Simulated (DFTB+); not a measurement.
# Geometry relaxation, with input and output: CH8AlBClNSi (part 3 of 5)

Continued. System: CH8AlBClNSi. Method: GFN2-xTB, R-SCC, dispersion built in (DFTB+ 25.1). The run did not end well. The geometry: force field. The run did not end well; see the last part.

Geometry of the input (Å):
```
C  -0.7530  -0.1913  1.5454
B  0.2914  0.0614  0.3964
Si 1.3990  -1.4204  -0.1526
N  0.5478  1.4384  -0.2673
Al -0.6212  1.4684  -1.8510
Cl -2.8130  1.6752  -1.5971
H  -0.7585  -1.1924  1.9011
H  -1.7684  0.0972  1.1168
H  -0.5852  0.5530  2.4243
H  0.5936  -2.5110  -0.6311
H  2.3457  -0.9733  -1.1698
H  2.2157  -1.8875  1.0411
H  0.0355  2.1764  0.3675
H  -0.1424  0.6769  -3.0949
```

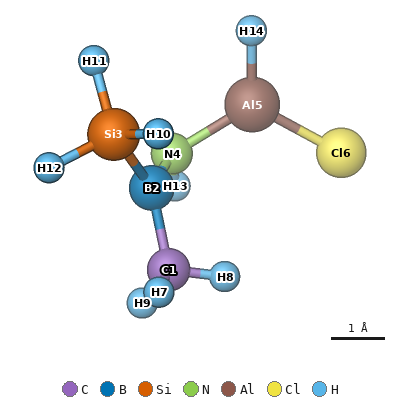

Figure 1. The geometry at step 26 of the log (ball-and-stick view, seen at a tilt; atoms are numbered from 1 in the order of the input).

Trajectory as extended XYZ, continued:
```
14
Properties=species:S:1:pos:R:3 step=9 energy=-484.76296
C    -0.7502   -0.1282    1.5546
B     0.2980    0.1285    0.3844
Si    1.4224   -1.3838   -0.1621
N     0.3330    1.3772   -0.2660
Al   -0.6637    1.3139   -1.7723
Cl   -2.6575    1.7117   -1.6322
H    -0.7579   -1.1402    1.9027
H    -1.7538    0.0909    1.1590
H    -0.6111    0.5306    2.4224
H     0.6281   -2.5284   -0.6317
H     2.3864   -1.0267   -1.2018
H     2.1940   -1.8966    0.9849
H     0.0567    2.1573    0.3386
H    -0.1373    0.7648   -3.0517
14
Properties=species:S:1:pos:R:3 step=10 energy=-484.76879
C    -0.7501   -0.1231    1.5504
B     0.3014    0.1238    0.3854
Si    1.4194   -1.3843   -0.1598
N     0.3372    1.3817   -0.2712
Al   -0.6652    1.3244   -1.7729
Cl   -2.6549    1.7061   -1.6298
H    -0.7595   -1.1433    1.9024
H    -1.7513    0.0881    1.1583
H    -0.6104    0.5255    2.4165
H     0.6243   -2.5279   -0.6316
H     2.3825   -1.0214   -1.1985
H     2.1957   -1.8961    0.9901
H     0.0596    2.1571    0.3394
H    -0.1415    0.7605   -3.0500
14
Properties=species:S:1:pos:R:3 step=11 energy=-484.79047
C    -0.7517   -0.1196    1.5589
B     0.2946    0.1192    0.3904
Si    1.4232   -1.3799   -0.1631
N     0.3307    1.3849   -0.2674
Al   -0.6664    1.3087   -1.7642
Cl   -2.6597    1.7173   -1.6354
H    -0.7566   -1.1457    1.9074
H    -1.7532    0.0927    1.1618
H    -0.6124    0.5323    2.4243
H     0.6310   -2.5309   -0.6332
H     2.3914   -1.0322   -1.2065
H     2.1931   -1.8973    0.9800
H     0.0518    2.1563    0.3368
H    -0.1288    0.7653   -3.0608
14
Properties=species:S:1:pos:R:3 step=12 energy=-484.79329
C    -0.7543   -0.1139    1.5726
B     0.2837    0.1117    0.3985
Si    1.4295   -1.3726   -0.1684
N     0.3202    1.3901   -0.2612
Al   -0.6682    1.2832   -1.7503
Cl   -2.6674    1.7354   -1.6445
H    -0.7520   -1.1496    1.9156
H    -1.7563    0.1001    1.1673
H    -0.6157    0.5433    2.4368
H     0.6418   -2.5358   -0.6359
H     2.4058   -1.0497   -1.2195
H     2.1888   -1.8993    0.9635
H     0.0392    2.1552    0.3327
H    -0.1081    0.7729   -3.0784
14
Properties=species:S:1:pos:R:3 step=13 energy=-484.79697
C    -0.7532   -0.1164    1.5667
B     0.2884    0.1149    0.3950
Si    1.4268   -1.3758   -0.1661
N     0.3247    1.3879   -0.2638
Al   -0.6674    1.2942   -1.7563
Cl   -2.6641    1.7276   -1.6406
H    -0.7540   -1.1479    1.9121
H    -1.7550    0.0969    1.1649
H    -0.6143    0.5385    2.4314
H     0.6372   -2.5337   -0.6347
H     2.3996   -1.0422   -1.2139
H     2.1907   -1.8984    0.9706
H     0.0446    2.1557    0.3345
H    -0.1170    0.7696   -3.0709
14
Properties=species:S:1:pos:R:3 step=14 energy=-484.80657
C    -0.7619   -0.1041    1.5852
B     0.2813    0.1105    0.4040
Si    1.4250   -1.3651   -0.1832
N     0.3234    1.3744   -0.2605
Al   -0.6848    1.2695   -1.7563
Cl   -2.6618    1.7469   -1.6543
H    -0.7518   -1.1491    1.9279
H    -1.7503    0.1024    1.1799
H    -0.6199    0.5438    2.4396
H     0.6521   -2.5381   -0.6392
H     2.4152   -1.0641   -1.2283
H     2.1925   -1.9038    0.9581
H     0.0202    2.1681    0.3419
H    -0.0922    0.7798   -3.0859
14
Properties=species:S:1:pos:R:3 step=15 energy=-484.81099
C    -0.7588   -0.1084    1.5787
B     0.2838    0.1121    0.4008
Si    1.4257   -1.3688   -0.1771
N     0.3238    1.3792   -0.2617
Al   -0.6787    1.2782   -1.7563
Cl   -2.6626    1.7401   -1.6494
H    -0.7526   -1.1487    1.9223
H    -1.7519    0.1005    1.1746
H    -0.6179    0.5419    2.4367
H     0.6468   -2.5366   -0.6376
H     2.4097   -1.0563   -1.2232
H     2.1919   -1.9019    0.9625
H     0.0289    2.1637    0.3392
H    -0.1010    0.7762   -3.0806
14
Properties=species:S:1:pos:R:3 step=16 energy=-484.82129
C    -0.7577   -0.1141    1.5881
B     0.2825    0.1123    0.4075
Si    1.4223   -1.3652   -0.1905
N     0.3190    1.3793   -0.2521
Al   -0.6898    1.2662   -1.7682
Cl   -2.6572    1.7511   -1.6603
H    -0.7548   -1.1384    1.9353
H    -1.7518    0.1032    1.1875
H    -0.6216    0.5455    2.4448
H     0.6570   -2.5386   -0.6424
H     2.4173   -1.0704   -1.2313
H     2.1955   -1.9050    0.9557
H     0.0136    2.1608    0.3365
H    -0.0873    0.7843   -3.0819
14
Properties=species:S:1:pos:R:3 step=17 energy=-484.82141
C    -0.7578   -0.1136    1.5872
B     0.2827    0.1123    0.4069
Si    1.4226   -1.3655   -0.1893
N     0.3195    1.3793   -0.2530
Al   -0.6888    1.2673   -1.7671
Cl   -2.6577    1.7501   -1.6593
H    -0.7546   -1.1394    1.9341
H    -1.7518    0.1030    1.1863
H    -0.6212    0.5452    2.4441
H     0.6560   -2.5384   -0.6419
H     2.4166   -1.0691   -1.2305
H     2.1951   -1.9047    0.9564
H     0.0150    2.1611    0.3368
H    -0.0886    0.7836   -3.0818
14
Properties=species:S:1:pos:R:3 step=18 energy=-484.83448
C    -0.7524   -0.1104    1.5926
B     0.2842    0.1136    0.4125
Si    1.4231   -1.3659   -0.1953
N     0.3054    1.3801   -0.2549
Al   -0.6843    1.2616   -1.7738
Cl   -2.6554    1.7600   -1.6713
H    -0.7591   -1.1360    1.9529
H    -1.7536    0.1034    1.2004
H    -0.6235    0.5461    2.4512
H     0.6633   -2.5418   -0.6495
H     2.4207   -1.0809   -1.2372
H     2.1971   -1.9046    0.9463
H    -0.0009    2.1549    0.3330
H    -0.0777    0.7910   -3.0781
14
Properties=species:S:1:pos:R:3 step=19 energy=-484.83586
C    -0.7437   -0.1053    1.6013
B     0.2868    0.1158    0.4216
Si    1.4240   -1.3665   -0.2050
N     0.2826    1.3815   -0.2579
Al   -0.6772    1.2524   -1.7846
Cl   -2.6517    1.7760   -1.6908
H    -0.7665   -1.1305    1.9834
H    -1.7564    0.1041    1.2233
H    -0.6271    0.5475    2.4627
H     0.6751   -2.5474   -0.6617
H     2.4275   -1.1000   -1.2480
H     2.2004   -1.9045    0.9299
H    -0.0267    2.1449    0.3268
H    -0.0600    0.8029   -3.0721
14
Properties=species:S:1:pos:R:3 step=20 energy=-484.83830
C    -0.7476   -0.1076    1.5974
B     0.2857    0.1148    0.4175
Si    1.4236   -1.3662   -0.2006
N     0.2928    1.3809   -0.2566
Al   -0.6804    1.2565   -1.7798
Cl   -2.6534    1.7689   -1.6821
H    -0.7632   -1.1330    1.9698
H    -1.7552    0.1038    1.2131
H    -0.6255    0.5468    2.4575
H     0.6698   -2.5449   -0.6563
H     2.4245   -1.0915   -1.2432
H     2.1989   -1.9045    0.9372
H    -0.0152    2.1493    0.3295
H    -0.0679    0.7976   -3.0748
14
Properties=species:S:1:pos:R:3 step=21 energy=-484.84700
C    -0.7487   -0.1065    1.6151
B     0.2916    0.1190    0.4193
Si    1.4259   -1.3662   -0.2071
N     0.2690    1.3643   -0.2678
Al   -0.6759    1.2573   -1.7852
Cl   -2.6443    1.7851   -1.7077
H    -0.7693   -1.1239    2.0040
H    -1.7529    0.1028    1.2396
H    -0.6250    0.5512    2.4718
H     0.6804   -2.5525   -0.6731
H     2.4290   -1.1114   -1.2551
H     2.2035   -1.9034    0.9179
H    -0.0522    2.1475    0.3300
H    -0.0442    0.8074   -3.0730
14
Properties=species:S:1:pos:R:3 step=22 energy=-484.84893
C    -0.7484   -0.1068    1.6099
B     0.2899    0.1178    0.4188
Si    1.4252   -1.3662   -0.2052
N     0.2760    1.3692   -0.2645
Al   -0.6772    1.2571   -1.7836
Cl   -2.6470    1.7803   -1.7002
H    -0.7675   -1.1265    1.9940
H    -1.7535    0.1031    1.2318
H    -0.6251    0.5500    2.4676
H     0.6773   -2.5503   -0.6682
H     2.4277   -1.1055   -1.2516
H     2.2021   -1.9037    0.9236
H    -0.0413    2.1481    0.3299
H    -0.0512    0.8045   -3.0735
14
Properties=species:S:1:pos:R:3 step=23 energy=-484.86185
C    -0.7503   -0.1080    1.6260
B     0.2905    0.1111    0.4213
Si    1.4257   -1.3662   -0.2092
N     0.2611    1.3655   -0.2607
Al   -0.6821    1.2670   -1.7901
Cl   -2.6373    1.7898   -1.7209
H    -0.7682   -1.1199    2.0157
H    -1.7514    0.1021    1.2478
H    -0.6198    0.5565    2.4786
H     0.6826   -2.5543   -0.6811
H     2.4277   -1.1167   -1.2592
H     2.2078   -1.9036    0.9129
H    -0.0674    2.1397    0.3244
H    -0.0319    0.8079   -3.0768
14
Properties=species:S:1:pos:R:3 step=24 energy=-484.85610
C    -0.7534   -0.1100    1.6521
B     0.2916    0.1003    0.4253
Si    1.4266   -1.3662   -0.2156
N     0.2371    1.3595   -0.2546
Al   -0.6900    1.2830   -1.8006
Cl   -2.6217    1.8052   -1.7544
H    -0.7694   -1.1091    2.0508
H    -1.7478    0.1006    1.2737
H    -0.6113    0.5671    2.4962
H     0.6911   -2.5609   -0.7019
H     2.4276   -1.1347   -1.2714
H     2.2171   -1.9033    0.8955
H    -0.1098    2.1263    0.3154
H    -0.0007    0.8133   -3.0820
14
Properties=species:S:1:pos:R:3 step=25 energy=-484.86363
C    -0.7513   -0.1087    1.6345
B     0.2909    0.1076    0.4226
Si    1.4260   -1.3662   -0.2112
N     0.2533    1.3635   -0.2587
Al   -0.6847    1.2722   -1.7935
Cl   -2.6322    1.7948   -1.7318
H    -0.7686   -1.1164    2.0271
H    -1.7502    0.1016    1.2562
H    -0.6171    0.5599    2.4843
H     0.6853   -2.5565   -0.6878
H     2.4277   -1.1225   -1.2631
H     2.2109   -1.9035    0.9072
H    -0.0812    2.1354    0.3215
H    -0.0218    0.8097   -3.0785
14
Properties=species:S:1:pos:R:3 step=26 energy=-484.88467
C    -0.7422   -0.1030    1.6547
B     0.2793    0.0966    0.4343
Si    1.4249   -1.3702   -0.2204
N     0.2342    1.3523   -0.2503
Al   -0.6808    1.2884   -1.8104
Cl   -2.6278    1.8116   -1.7656
H    -0.7663   -1.1147    2.0608
H    -1.7518    0.1007    1.2767
H    -0.6047    0.5716    2.4992
H     0.6919   -2.5588   -0.7064
H     2.4245   -1.1353   -1.2736
H     2.2228   -1.9050    0.8958
H    -0.1234    2.1227    0.3160
H     0.0063    0.8141   -3.0818
14
Properties=species:S:1:pos:R:3 step=27 energy=-484.88712
C    -0.7274   -0.0938    1.6873
B     0.2606    0.0788    0.4532
Si    1.4231   -1.3768   -0.2351
N     0.2034    1.3341   -0.2368
Al   -0.6745    1.3145   -1.8378
Cl   -2.6207    1.8387   -1.8203
H    -0.7628   -1.1119    2.1153
H    -1.7543    0.0993    1.3098
H    -0.5847    0.5905    2.5233
H     0.7027   -2.5625   -0.7364
H     2.4194   -1.1559   -1.2907
H     2.2422   -1.9074    0.8771
H    -0.1917    2.1022    0.3072
H     0.0518    0.8213   -3.0873
14
Properties=species:S:1:pos:R:3 step=28 energy=-484.89090
C    -0.7339   -0.0978    1.6729
B     0.2688    0.0867    0.4449
Si    1.4239   -1.3739   -0.2286
N     0.2169    1.3421   -0.2427
Al   -0.6773    1.3030   -1.8258
Cl   -2.6239    1.8268   -1.7963
H    -0.7643   -1.1131    2.0913
H    -1.7532    0.0999    1.2952
H    -0.5935    0.5822    2.5127
H     0.6979   -2.5609   -0.7232
H     2.4217   -1.1468   -1.2832
H     2.2336   -1.9064    0.8853
H    -0.1617    2.1112    0.3111
H     0.0318    0.8181   -3.0849
14
Properties=species:S:1:pos:R:3 step=29 energy=-484.91235
C    -0.7320   -0.1020    1.7144
B     0.2477    0.0716    0.4611
Si    1.4179   -1.3827   -0.2381
N     0.1766    1.3087   -0.2394
Al   -0.6476    1.3285   -1.8551
Cl   -2.6263    1.8626   -1.8640
H    -0.7539   -1.0994    2.1486
H    -1.7436    0.0975    1.3386
H    -0.5656    0.6061    2.5368
H     0.7067   -2.5637   -0.7565
H     2.4135   -1.1627   -1.3040
H     2.2560   -1.9100    0.8645
H    -0.2438    2.0878    0.3096
H     0.0814    0.8286   -3.0878
14
Properties=species:S:1:pos:R:3 step=30 energy=-484.91300
C    -0.7323   -0.1014    1.7084
B     0.2507    0.0738    0.4587
Si    1.4188   -1.3814   -0.2367
N     0.1824    1.3135   -0.2399
Al   -0.6519    1.3248   -1.8509
Cl   -2.6259    1.8574   -1.8542
H    -0.7554   -1.1014    2.1403
H    -1.7450    0.0979    1.3324
H    -0.5697    0.6026    2.5333
H     0.7054   -2.5633   -0.7517
H     2.4147   -1.1604   -1.3010
H     2.2528   -1.9094    0.8675
H    -0.2319    2.0912    0.3098
H     0.0742    0.8271   -3.0874
14
Properties=species:S:1:pos:R:3 step=31 energy=-484.92683
C    -0.7352   -0.1026    1.7454
B     0.2406    0.0544    0.4668
Si    1.4123   -1.3858   -0.2318
N     0.1304    1.3035   -0.2373
Al   -0.6300    1.3432   -1.8698
Cl   -2.6141    1.8869   -1.9165
H    -0.7399   -1.0884    2.1860
H    -1.7313    0.0954    1.3758
H    -0.5444    0.6165    2.5411
H     0.7056   -2.5665   -0.7761
H     2.4025   -1.1610   -1.3168
H     2.2676   -1.9126    0.8484
H    -0.2910    2.0489    0.3036
H     0.1137    0.8392   -3.0900
14
Properties=species:S:1:pos:R:3 step=32 energy=-484.92956
C    -0.7343   -0.1023    1.7346
B     0.2436    0.0601    0.4644
Si    1.4142   -1.3845   -0.2333
N     0.1456    1.3064   -0.2381
Al   -0.6364    1.3378   -1.8643
Cl   -2.6175    1.8783   -1.8983
H    -0.7444   -1.0922    2.1727
H    -1.7353    0.0961    1.3631
H    -0.5517    0.6124    2.5388
H     0.7056   -2.5655   -0.7689
H     2.4061   -1.1608   -1.3122
H     2.2633   -1.9117    0.8540
H    -0.2738    2.0612    0.3054
H     0.1022    0.8357   -3.0893
14
Properties=species:S:1:pos:R:3 step=33 energy=-484.95729
C    -0.7234   -0.1002    1.7522
B     0.2352    0.0525    0.4686
Si    1.4108   -1.3874   -0.2298
N     0.1105    1.2872   -0.2388
Al   -0.6305    1.3491   -1.8782
Cl   -2.5972    1.8979   -1.9448
H    -0.7310   -1.0880    2.2062
H    -1.7334    0.0954    1.3948
H    -0.5329    0.6212    2.5415
H     0.7024   -2.5667   -0.7822
H     2.3921   -1.1540   -1.3193
H     2.2721   -1.9149    0.8415
H    -0.3169    2.0329    0.3088
H     0.1291    0.8460   -3.0918
14
Properties=species:S:1:pos:R:3 step=34 energy=-484.98689
C    -0.7056   -0.0969    1.7806
B     0.2216    0.0402    0.4753
Si    1.4053   -1.3920   -0.2241
N     0.0538    1.2562   -0.2400
Al   -0.6209    1.3673   -1.9007
Cl   -2.5644    1.9297   -2.0200
H    -0.7093   -1.0813    2.2606
H    -1.7303    0.0942    1.4461
H    -0.5025    0.6355    2.5458
H     0.6973   -2.5685   -0.8036
H     2.3696   -1.1430   -1.3308
H     2.2862   -1.9202    0.8211
H    -0.3866    1.9870    0.3143
H     0.1728    0.8628   -3.0958
14
Properties=species:S:1:pos:R:3 step=35 energy=-485.00051
C    -0.6807   -0.0922    1.8206
B     0.2025    0.0229    0.4847
Si    1.3976   -1.3986   -0.2161
N    -0.0260    1.2124   -0.2417
Al   -0.6075    1.3930   -1.9323
Cl   -2.5182    1.9743   -2.1258
H    -0.6788   -1.0718    2.3370
H    -1.7259    0.0926    1.5183
H    -0.4596    0.6555    2.5518
H     0.6900   -2.5710   -0.8337
H     2.3379   -1.1274   -1.3470
H     2.3062   -1.9276    0.7926
H    -0.4847    1.9224    0.3221
H     0.2341    0.8864   -3.1015
14
Properties=species:S:1:pos:R:3 step=36 energy=-485.00056
C    -0.6820   -0.0924    1.8185
B     0.2035    0.0238    0.4842
Si    1.3980   -1.3982   -0.2165
N    -0.0218    1.2147   -0.2416
Al   -0.6082    1.3917   -1.9307
Cl   -2.5206    1.9720   -2.1203
H    -0.6804   -1.0723    2.3330
H    -1.7261    0.0926    1.5145
H    -0.4619    0.6545    2.5515
H     0.6904   -2.5709   -0.8321
H     2.3396   -1.1282   -1.3462
H     2.3051   -1.9272    0.7941
H    -0.4795    1.9258    0.3217
H     0.2309    0.8852   -3.1012
14
Properties=species:S:1:pos:R:3 step=37 energy=-485.05259
C    -0.6646   -0.1021    1.8518
B     0.1858    0.0012    0.4965
Si    1.3872   -1.4055   -0.2200
N    -0.0957    1.1719   -0.2467
Al   -0.5890    1.4098   -1.9653
Cl   -2.4811    2.0196   -2.2262
H    -0.6481   -1.0556    2.4023
H    -1.7181    0.0894    1.5873
H    -0.4159    0.6812    2.5646
H     0.6839   -2.5693   -0.8557
H     2.3051   -1.1092   -1.3576
H     2.3260   -1.9371    0.7704
H    -0.5785    1.8660    0.3329
H     0.2901    0.9106   -3.1055
14
Properties=species:S:1:pos:R:3 step=38 energy=-485.07460
C    -0.6472   -0.1118    1.8850
B     0.1681   -0.0214    0.5088
Si    1.3765   -1.4127   -0.2234
N    -0.1695    1.1292   -0.2519
Al   -0.5698    1.4279   -1.9998
Cl   -2.4416    2.0673   -2.3320
H    -0.6158   -1.0389    2.4716
H    -1.7101    0.0861    1.6600
H    -0.3700    0.7080    2.5777
H     0.6774   -2.5677   -0.8792
H     2.2706   -1.0901   -1.3691
H     2.3468   -1.9470    0.7468
H    -0.6775    1.8061    0.3441
H     0.3492    0.9361   -3.1098
14
Properties=species:S:1:pos:R:3 step=39 energy=-485.05603
C    -0.6298   -0.1215    1.9182
B     0.1503   -0.0440    0.5211
Si    1.3657   -1.4199   -0.2268
N    -0.2434    1.0864   -0.2571
Al   -0.5506    1.4460   -2.0344
Cl   -2.4021    2.1149   -2.4378
H    -0.5834   -1.0222    2.5409
H    -1.7020    0.0828    1.7327
H    -0.3241    0.7347    2.5908
H     0.6710   -2.5661   -0.9027
H     2.2361   -1.0711   -1.3805
H     2.3676   -1.9569    0.7232
H    -0.7765    1.7463    0.3553
H     0.4083    0.9616   -3.1142
14
Properties=species:S:1:pos:R:3 step=40 energy=-485.07477
C    -0.6458   -0.1126    1.8876
B     0.1666   -0.0232    0.5098
Si    1.3756   -1.4133   -0.2236
N    -0.1754    1.1258   -0.2523
Al   -0.5683    1.4293   -2.0026
Cl   -2.4385    2.0710   -2.3404
H    -0.6132   -1.0376    2.4771
H    -1.7094    0.0858    1.6658
H    -0.3664    0.7101    2.5788
H     0.6769   -2.5676   -0.8810
H     2.2678   -1.0886   -1.3700
H     2.3484   -1.9478    0.7449
H    -0.6854    1.8014    0.3450
H     0.3539    0.9381   -3.1102
14
Properties=species:S:1:pos:R:3 step=41 energy=-485.12017
C    -0.6365   -0.1099    1.9335
B     0.1472   -0.0502    0.5194
Si    1.3639   -1.4229   -0.2416
N    -0.2464    1.0925   -0.2529
Al   -0.5405    1.4295   -2.0261
Cl   -2.4097    2.1250   -2.4463
H    -0.5772   -1.0159    2.5329
H    -1.6931    0.0770    1.7372
H    -0.3221    0.7231    2.5824
H     0.6715   -2.5602   -0.8909
H     2.2316   -1.0626   -1.3751
H     2.3644   -1.9595    0.7246
H    -0.7768    1.7379    0.3449
H     0.4105    0.9671   -3.1131
14
Properties=species:S:1:pos:R:3 step=42 energy=-485.08658
C    -0.6272   -0.1072    1.9794
B     0.1278   -0.0773    0.5290
Si    1.3522   -1.4325   -0.2596
N    -0.3174    1.0593   -0.2534
Al   -0.5127    1.4297   -2.0496
Cl   -2.3809    2.1791   -2.5521
H    -0.5413   -0.9941    2.5886
H    -1.6768    0.0681    1.8086
H    -0.2777    0.7362    2.5860
H     0.6661   -2.5529   -0.9008
H     2.1954   -1.0366   -1.3803
H     2.3804   -1.9713    0.7044
H    -0.8681    1.6745    0.3448
H     0.4672    0.9960   -3.1161
```
